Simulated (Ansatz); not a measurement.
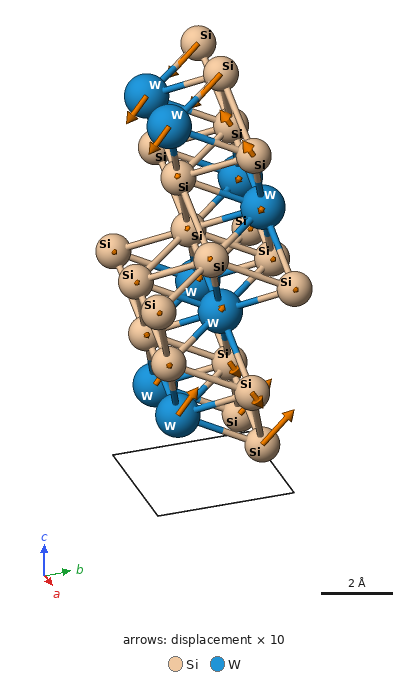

A relaxation of a slab of composition Si2W (cut from the I4/mmm phase). The starting structure is drawn; orange arrows show the displacements, 10 times their true length.

Style: ball-and-stick. Shown: the 2 × 1 repeat of the cell, outlined in the plane, without the vacuum, slightly off an axis.

The slab is the (1 0 1) face of Si2W.

Method: DFT PBE, scalar-relativistic, plane waves, PAW in Ansatz 0.2.0.

The input:
```yaml
crystal:
  lattice:
    - [3.228995328, 0.0, 0.0]
    - [-1.614497664, 4.2518642305, 0.0]
    - [0.0, 0.0, 25.9603147696]
  atoms:
    - { symbol: Si, position: [0.4305179033, 0.8610358067, 0.2889025063] }
    - { symbol: W, position: [0.1441836666, 0.2883673331, 0.3274007091] }
    - { symbol: Si, position: [0.8578494298, 0.7156988596, 0.365898912] }
    - { symbol: Si, position: [0.5747015699, 0.1494031398, 0.4039687002] }
    - { symbol: W, position: [0.2883673331, 0.5767346663, 0.442466903] }
    - { symbol: Si, position: [0.0020330964, 0.0040661927, 0.4809651059] }
    - { symbol: Si, position: [0.7188852365, 0.437770473, 0.5190348941] }
    - { symbol: W, position: [0.4325509997, 0.8651019994, 0.557533097] }
    - { symbol: Si, position: [0.1462167629, 0.2924335259, 0.5960312998] }
    - { symbol: Si, position: [0.863068903, 0.7261378061, 0.634101088] }
    - { symbol: W, position: [0.5767346663, 0.1534693325, 0.6725992909] }
    - { symbol: Si, position: [0.2904004295, 0.580800859, 0.7110974937] }
basis:
  ecutwfc: 420
kpoints:
  mp_grid: { grid: [11, 8, 1] }
hamiltonian:
  xc: pbe
scf:
  occupations: { method: gaussian, width: 0.1 }
output:
  forces: true
  eigenvalues: true
  write_density: true
  write_potential: true
  elf: true
  volumetric_format: npy
relax:
  adjacent_minimum: "off"
  f_tol: 0.02
  max_steps: 60
efield:
  axis: 3
  dipole_correction: true
  ramp_width: 0.04
```

Launched with:
```bash
ansatz run input.yaml --threads 2 --pin off --max-ram 5120MiB --backend cpu --events-out ev --progress --plain --runs-dir out
```

> Atoms of which element are displaced furthest, and by how much?

Silicon: up to 0.14 Å, against 0.10 Å for tungsten.

> Describe the change and its energy.

Over 3 accepted moves (4 points after the start) the energy falls by 0.212 eV per cell of the calculation. The largest force component goes from 1.1 to 0.013 eV/Å. The line search rejected the trial step at point 3 of the run. The largest moves relative to the layer's centre, 0.14 Å, are those of Si1 and Si12. Si12 goes at 43° to the normal (−c side). By element the largest moves are Si 0.14 Å, W 0.10 Å. The cell doesn't change. Among the contacts that change: Si10–Si12 2.643 → 2.548 Å, W2–W5 3.229 → 3.155 Å, Si10–W11 2.628 → 2.563 Å, Si9–W11 2.628 → 2.569 Å. Bond angles that change, for instance: Si3–Si1–Si3 75.3° → 78.6°, W2–Si1–Si3 104.4° → 107.6°. Cost: 7.2 min on 2 threads of Intel(R) Xeon(R) Platinum 8259CL CPU @ 2.50GHz (Skylake/Cascade Lake), on a shared host, peak memory 1.1 GiB.
